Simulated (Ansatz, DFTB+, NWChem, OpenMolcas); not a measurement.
# Strength of the N–C bond: CHNS → NH + CS

Gas-phase species: CHNS (isothiocyanic acid) `N=C=S`, singlet; NH (imidogen), triplet; CS (carbon monosulfide), singlet. 

Shapes, held fixed at every level: measured bond length; CHNS from PBE0-D4/def2-TZVP. Programs: Ansatz 0.2.0, DFTB+ 25.1, NWChem 7.3.0, OpenMolcas 26.06. Electronic energies: no zero-point or thermal term.

```json
{"level": "DFTB2-D4", "kind": "semi-empirical", "ΔE (kJ/mol)": "+591.5"}
{"level": "HF/STO-3G", "kind": "Hartree–Fock", "ΔE (kJ/mol)": "+250.4"}
{"level": "HF/3-21G", "kind": "Hartree–Fock", "ΔE (kJ/mol)": "+353.1"}
{"level": "HF/def2-SVP", "kind": "Hartree–Fock", "ΔE (kJ/mol)": "+350.2"}
{"level": "B3LYP/6-31G* (Cartesian functions)", "kind": "global hybrid", "ΔE (kJ/mol)": "+537.0"}
{"level": "CCSD(T)/STO-3G", "kind": "coupled cluster or CI", "ΔE (kJ/mol)": "+361.3"}
{"level": "PBE0/def2-SVP", "kind": "global hybrid", "ΔE (kJ/mol)": "+572.6"}
```

PBE0/def2-SVP gives ΔE = +572.6 kJ/mol; the levels span +250.4 to +591.5. The median of the levels is +361.3. Hartree–Fock misses the correlation of the pair that is broken and comes out low. No measured value is set beside it here. T1 is large for CS (0.030), so single-reference values are less sure there. Open shells run unrestricted. PBE0/def2-SVP lies outside the range of the other correlated levels here, so it shouldn't be taken on trust. Rows in sets without polarisation functions are far from converged.

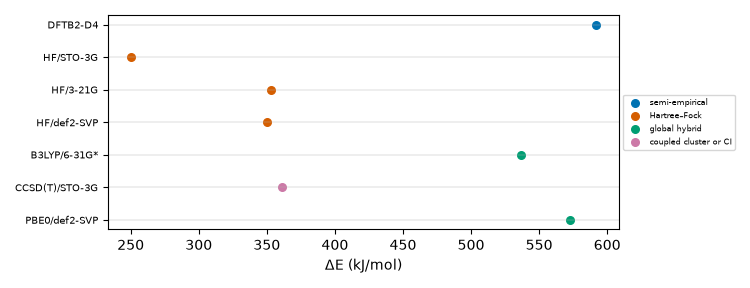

The values of the table, level by level.
